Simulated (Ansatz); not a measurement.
# C4H9F: how energies converge with the basis set

Aim: see how fast density functionals converge with the basis set for C4H9F.

The runs use Ansatz 0.2.0, Gaussian basis; one geometry, several basis sets.

The runs, in order: PBE0-D4/def2-SVP; ωB97M-V/def2-SVP; PBE0-D4/def2-QZVPP; ωB97M-V/def2-QZVPP; the functionals' def2-TZVPP values are taken from earlier runs.

### Step 1. The relaxed structure

An earlier PBE0-D4 in a triple-zeta def2 set relaxation fixed the geometry.

SMILES `CCCCF`, 14 atoms, charge 0, spin multiplicity 1.

Atoms are counted from 1 here; the program's logs count them from 0.

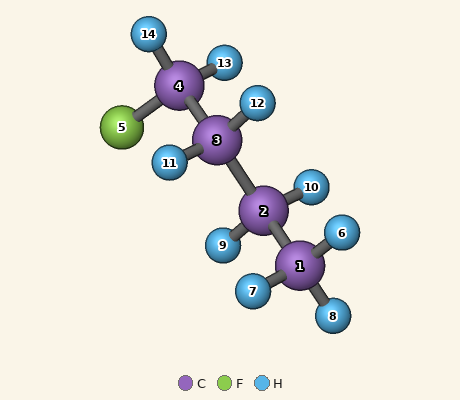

The structure; carbon purple, fluorine green, hydrogen blue; atoms are numbered from 1 in the order of the file.

As a file:

```mol
C4H9F
  3D, bonds by distance, orders not assigned

 14 13  0  0  0  0  0  0  0  0999 V2000
   -1.5247    0.7737    0.9355 C   0  0
   -0.5754    0.4557   -0.2061 C   0  0
    0.5370   -0.4954    0.2048 C   0  0
    1.5043   -0.8084   -0.9065 C   0  0
    2.1685    0.3416   -1.3082 F   0  0
   -2.0020   -0.1328    1.3191 H   0  0
   -0.9944    1.2436    1.7685 H   0  0
   -2.3159    1.4569    0.6193 H   0  0
   -0.1310    1.3791   -0.5886 H   0  0
   -1.1337    0.0154   -1.0406 H   0  0
    1.0949   -0.0780    1.0506 H   0  0
    0.1100   -1.4445    0.5518 H   0  0
    0.9861   -1.2077   -1.7852 H   0  0
    2.2633   -1.5283   -0.5859 H   0  0
  1  2  8  0
  2  3  8  0
  3  4  8  0
  4  5  8  0
  1  6  8  0
  1  7  8  0
  1  8  8  0
  2  9  8  0
  2 10  8  0
  3 11  8  0
  3 12  8  0
  4 13  8  0
  4 14  8  0
M  END
```

### Step 2. PBE0-D4 in def2-SVP

The input, in.yaml:

```yaml
crystal:
  periodic: [false, false, false]
  atoms:
    - {symbol: C, position_ang: [-1.524739, 0.773681, 0.935533]}
    - {symbol: C, position_ang: [-0.575441, 0.455716, -0.206082]}
    - {symbol: C, position_ang: [0.536951, -0.495366, 0.204844]}
    - {symbol: C, position_ang: [1.504333, -0.808378, -0.906459]}
    - {symbol: F, position_ang: [2.168502, 0.341573, -1.308228]}
    - {symbol: H, position_ang: [-2.001959, -0.132771, 1.319149]}
    - {symbol: H, position_ang: [-0.994366, 1.243555, 1.768516]}
    - {symbol: H, position_ang: [-2.315907, 1.456897, 0.619280]}
    - {symbol: H, position_ang: [-0.130990, 1.379068, -0.588553]}
    - {symbol: H, position_ang: [-1.133703, 0.015393, -1.040621]}
    - {symbol: H, position_ang: [1.094916, -0.078020, 1.050649]}
    - {symbol: H, position_ang: [0.110034, -1.444505, 0.551849]}
    - {symbol: H, position_ang: [0.986067, -1.207736, -1.785219]}
    - {symbol: H, position_ang: [2.263301, -1.528305, -0.585856]}
basis:
  gaussian: {orbitals: def2-SVP}
hamiltonian: {xc: pbe0, dispersion: d4}
output: {orbitals: {seedname: orbitals}}
```

On the command line:

```console
ansatz run in.yaml --threads 4 --pin off --events-out ev --progress --plain --max-ram 10444MiB
```

After this run come: ωB97M-V in def2-SVP; PBE0-D4 in def2-QZVPP; ωB97M-V in def2-QZVPP.

Q: Predict the results of all the runs planned. Wanted: PBE0-D4: double and triple zeta above quadruple; ωB97M-V: double and triple zeta above quadruple.

As calculated:

| quantity | value |
| --- | --- |
| PBE0-D4: double and triple zeta above quadruple | 8.41, 0.39 eV |
| ωB97M-V: double and triple zeta above quadruple | 8.78, 0.38 eV |

What this shows: PBE0-D4 gains 8.02 eV from double to triple zeta, then 0.39 eV more. Total energies overstate the basis error of differences, where much of it tends to cancel. The LUMO of ωB97M-V is positive and keeps falling with the basis (3.54 to 1.99 eV): an unbound level that the basis holds in place.
